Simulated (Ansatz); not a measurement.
# One shape, several levels: quartet SiNH4O

Aim: a comparison of 6 runs (UHF/STO-3G, UHF/3-21G, U-wB97X/6-311+G**, UB2PLYP/6-311+G**, UBHLYP/6-311+G**, UPBE0/6-311+G**) of quartet SiNH4O. 

The calculation is run with Ansatz 0.2.0.

53 further runs of the same task are left out: 53 set aside as unsound or not needed.

## 1. The molecule

The species is SiNH4O (7 atoms), meant as a quartet with charge 0. SMILES of the parent species: `N[SiH]O`. The coordinates come from a PBE0-D4/def2-TZVP relaxation. This is one conformer, not always the lowest. That shape belongs to the parent species and isn't relaxed for this state.

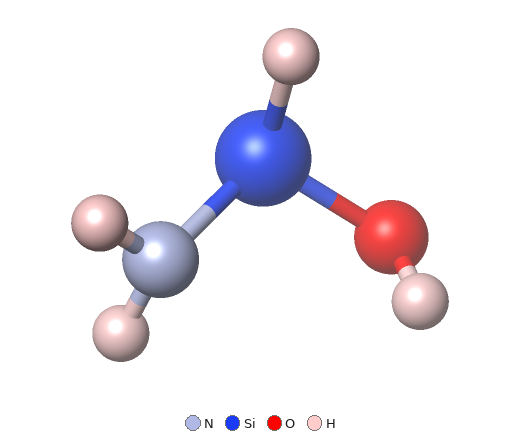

The structure, seen from a chosen angle (nitrogen light blue, silicon blue, oxygen red, hydrogen pink).

## 2. The energy at UHF/STO-3G (run 1)

Contents of input.yaml:

```yaml
crystal:
  periodic: [false, false, false]
  atoms:
    - symbol: N
      position_ang: [-0.694900, 0.548300, -0.575200]
    - symbol: Si
      position_ang: [0.293100, 0.159000, 0.781300]
    - symbol: O
      position_ang: [1.622900, -0.672400, 0.270300]
    - symbol: H
      position_ang: [-0.355900, 1.168100, -1.294800]
    - symbol: H
      position_ang: [-1.685800, 0.673200, -0.432900]
    - symbol: H
      position_ang: [-0.599100, -0.661900, 1.664700]
    - symbol: H
      position_ang: [1.480900, -1.282400, -0.459000]
basis:
  gaussian: {orbitals: STO-3G}
magnetization: {spin_polarized: true, initial_magnetization: 3}
hamiltonian: {xc: hf}
accuracy: high
output: {orbitals: {seedname: orbitals}}
```

Started as:

```bash
$ ansatz run input.yaml --threads 1 --pin off --max-ram 3480MiB --events-out events.jsonl --progress --plain --runs-dir runs
```

The program printed:

```text
Warning: RAYON_NUM_THREADS=1 ignored (pool sized by the plan → 1); use --threads N
Functional definition: HF
  name "HF"
  exchange = exact_x
  correlation = 0
436 factors; integrals over basis functions are off by at most 3.0e-8 eV
mean field evaluation 1: about -11291.0870 eV, gradient 1.7e1 eV
mean field evaluation 2: about -11291.2715 eV, gradient 1.7e1 eV
mean field evaluation 4: about -11293.6306 eV, gradient 2.7e0 eV
mean field evaluation 8: about -11293.7556 eV, gradient 1.0e0 eV
mean field evaluation 16: about -11295.2576 eV, gradient 1.4e-4 eV
mean field evaluation 32: about -11293.6567 eV, gradient 7.2e0 eV
mean field evaluation 64: about -11295.2365 eV, gradient 5.3e-1 eV
mean field evaluation 96: about -11295.5772 eV, gradient 1.4e0 eV
mean field evaluation 128: about -11295.1343 eV, gradient 1.4e0 eV
mean field evaluation 160: about -11293.8138 eV, gradient 5.8e-4 eV
mean field -11296.19768437 eV, -415.1276080626 hartree, gradient 3.0e-8 eV, S^2 3.754393; 3 other end points of the search recorded, 0 dependent functions left out
reference -11296.19768437 eV, -415.1276080626 hartree; 18, 15 occupied and 5, 8 virtual orbitals, 436 factors
Total energy: -11296.19768437 eV, -415.1276080626 hartree
```

Wall time 0.3 s (1 thread of Intel Xeon 6975P-C (Granite Rapids), shared host).

## 3. A single-point energy at UHF/3-21G (run 2)

Contents of job.yaml:

```yaml
crystal:
  periodic: [false, false, false]
  atoms:
    - symbol: N
      position_ang: [-0.694900, 0.548300, -0.575200]
    - symbol: Si
      position_ang: [0.293100, 0.159000, 0.781300]
    - symbol: O
      position_ang: [1.622900, -0.672400, 0.270300]
    - symbol: H
      position_ang: [-0.355900, 1.168100, -1.294800]
    - symbol: H
      position_ang: [-1.685800, 0.673200, -0.432900]
    - symbol: H
      position_ang: [-0.599100, -0.661900, 1.664700]
    - symbol: H
      position_ang: [1.480900, -1.282400, -0.459000]
basis:
  gaussian: {orbitals: 3-21G.json}
magnetization: {spin_polarized: true, initial_magnetization: 3}
hamiltonian: {xc: hf}
accuracy: high
output: {orbitals: {seedname: orbitals}}
```

The basis set 3-21G is read from a file made from the Basis Set Exchange's data (not shown).

Started as:

```bash
$ ansatz run job.yaml --threads 1 --pin off --max-ram 3480MiB --events-out events.jsonl --progress --plain --runs-dir runs
```

The program printed, shortened:

```text
Warning: RAYON_NUM_THREADS=1 ignored (pool sized by the plan → 1); use --threads N
Functional definition: HF
  name "HF"
[...]
885 factors; integrals over basis functions are off by at most 4.0e-9 eV
[...]
mean field -11376.30818340 eV, -418.0716146012 hartree, gradient 3.3e-8 eV, S^2 3.755207; 3 other end points of the search recorded, 0 dependent functions left out
reference -11376.30818340 eV, -418.0716146012 hartree; 18, 15 occupied and 21, 24 virtual orbitals, 885 factors
Total energy: -11376.30818340 eV, -418.0716146012 hartree
```

Run time: 0.82 s. Hardware: 1 thread of Intel Xeon 6975P-C (Granite Rapids), shared host; peak memory 0.12 GiB.

Runs 3 to 4 aren't shown in full; the table further down has their settings and results.

## 4. A single-point energy at UBHLYP/6-311+G(d,p) (run 5)

Contents of run.yaml:

```yaml
crystal:
  periodic: [false, false, false]
  atoms:
    - {symbol: "N", position_ang: [-0.694900, 0.548300, -0.575200]}
    - {symbol: Si, position_ang: [0.293100, 0.159000, 0.781300]}
    - {symbol: O, position_ang: [1.622900, -0.672400, 0.270300]}
    - {symbol: H, position_ang: [-0.355900, 1.168100, -1.294800]}
    - {symbol: H, position_ang: [-1.685800, 0.673200, -0.432900]}
    - {symbol: H, position_ang: [-0.599100, -0.661900, 1.664700]}
    - {symbol: H, position_ang: [1.480900, -1.282400, -0.459000]}
basis:
  gaussian:
    orbitals: 6-311+G_st__st_-spherical.json
magnetization:
  spin_polarized: true
  initial_magnetization: 3
hamiltonian:
  xc: {name: BHLYP}
accuracy: high
output: {orbitals: {seedname: orbitals}}
```

The basis set 6-311+G** is read from a file made from the Basis Set Exchange's data (not shown).

Started as:

```bash
$ ansatz run run.yaml --threads 1 --pin off --max-ram 3480MiB --events-out events.jsonl --progress --plain --runs-dir runs
```

The program printed:

```text
Warning: RAYON_NUM_THREADS=1 ignored (pool sized by the plan → 1); use --threads N
Functional definition: BHLYP
  name "BHLYP"
  parameter a = 0.5
  exchange = (1 - a)*b88_x + a*exact_x
  correlation = lyp_c
1830 factors; integrals over basis functions are off by at most 4.2e-9 eV
mean field evaluation 1: about -11466.3349 eV, gradient 4.0e1 eV
mean field evaluation 2: about -11462.7626 eV, gradient 5.1e1 eV
mean field evaluation 4: about -11472.7652 eV, gradient 2.7e0 eV
mean field evaluation 8: about -11473.2909 eV, gradient 6.0e-1 eV
mean field evaluation 16: about -11473.3132 eV, gradient 1.0e-2 eV
mean field evaluation 32: about -11473.3132 eV, gradient 1.3e-6 eV
mean field -11473.31319559 eV, -421.6364830468 hartree, gradient 6.9e-8 eV, S^2 3.755338; 2 other end points of the search recorded, 0 dependent functions left out
reference -11473.31321887 eV, -421.6364839025 hartree; 18, 15 occupied and 80, 83 virtual orbitals, 1830 factors
Total energy: -11473.31321887 eV, -421.6364839025 hartree
```

Run time: 9.9 s. Hardware: 1 thread of Intel Xeon 6975P-C (Granite Rapids), shared host; peak memory 0.4 GiB.

## 5. A single-point energy at UPBE0/6-311+G(d,p) (run 6)

Contents of molecule.yaml:

```yaml
crystal:
  periodic: [false, false, false]
  atoms:
    - {symbol: "N", position_ang: [-0.694900, 0.548300, -0.575200]}
    - {symbol: Si, position_ang: [0.293100, 0.159000, 0.781300]}
    - {symbol: O, position_ang: [1.622900, -0.672400, 0.270300]}
    - {symbol: H, position_ang: [-0.355900, 1.168100, -1.294800]}
    - {symbol: H, position_ang: [-1.685800, 0.673200, -0.432900]}
    - {symbol: H, position_ang: [-0.599100, -0.661900, 1.664700]}
    - {symbol: H, position_ang: [1.480900, -1.282400, -0.459000]}
basis:
  gaussian:
    orbitals: 6-311+G_st__st_-spherical.json
magnetization:
  spin_polarized: true
  initial_magnetization: 3
hamiltonian:
  xc: pbe0
accuracy: high
output: {orbitals: {seedname: orbitals}}
```

The basis set 6-311+G** is read from a file made from the Basis Set Exchange's data (not shown).

Started as:

```bash
$ ansatz run molecule.yaml --threads 1 --pin off --max-ram 3480MiB --events-out events.jsonl --progress --plain --runs-dir runs
```

The program printed:

```text
Warning: RAYON_NUM_THREADS=1 ignored (pool sized by the plan → 1); use --threads N
Functional definition: PBE0
  name "PBE0"
  parameter a = 0.25
  parameter kappa = 0.804
  parameter beta = 0.06672455060314922
  exchange = (1 - a)*pbe_x(kappa = kappa, mu = beta*pi^2/3) + a*exact_x
  correlation = pbe_c(beta = beta)
1830 factors; integrals over basis functions are off by at most 4.2e-9 eV
mean field evaluation 1: about -11458.2064 eV, gradient 4.9e1 eV
mean field evaluation 2: about -11440.4360 eV, gradient 8.0e1 eV
mean field evaluation 4: about -11465.4974 eV, gradient 2.0e1 eV
mean field evaluation 8: about -11467.7295 eV, gradient 1.0e0 eV
mean field evaluation 16: about -11467.9359 eV, gradient 3.3e-2 eV
mean field evaluation 32: about -11467.9360 eV, gradient 1.2e-5 eV
mean field -11467.93596853 eV, -421.4388735975 hartree, gradient 4.4e-8 eV, S^2 3.754311; 5 other end points of the search recorded, 0 dependent functions left out
reference -11467.93597178 eV, -421.4388737168 hartree; 18, 15 occupied and 80, 83 virtual orbitals, 1830 factors
Total energy: -11467.93597178 eV, -421.4388737168 hartree
```

Wall time 12 s (1 thread of Intel Xeon 6975P-C (Granite Rapids), shared host); peak memory 0.4 GiB.

## 6. All runs side by side

| run | level | frozen core orbitals | energy (Eh) | ⟨S²⟩ | wall time |
| --- | --- | --- | --- | --- | --- |
| 1 | UHF/STO-3G | – | -415.127608 | 3.754 | 0.3 s |
| 2 | UHF/3-21G | – | -418.071615 | 3.755 | 0.82 s |
| 3 | U-wB97X/6-311+G** | – | -421.645375 | 3.755 | 42 s |
| 4 | UB2PLYP/6-311+G** | 7 | -421.462228 | 3.756 | 11 s |
| 5 | UBHLYP/6-311+G** | – | -421.636484 | 3.755 | 9.9 s |
| 6 | UPBE0/6-311+G** | – | -421.438874 | 3.754 | 12 s |

## 7. Outcome

```
                                 quantity          value
                      run 6: total energy  -421.43887 Eh
run 6: HOMO energy (highest over α and β)       -2.67 eV
                              run 6: ⟨S²⟩          3.754
```

**Reading.** Totals of different functionals can't be ranked against each other. In run 1 the basis is minimal, so the values are rough. All runs together took 76 s, the longest 42 s.
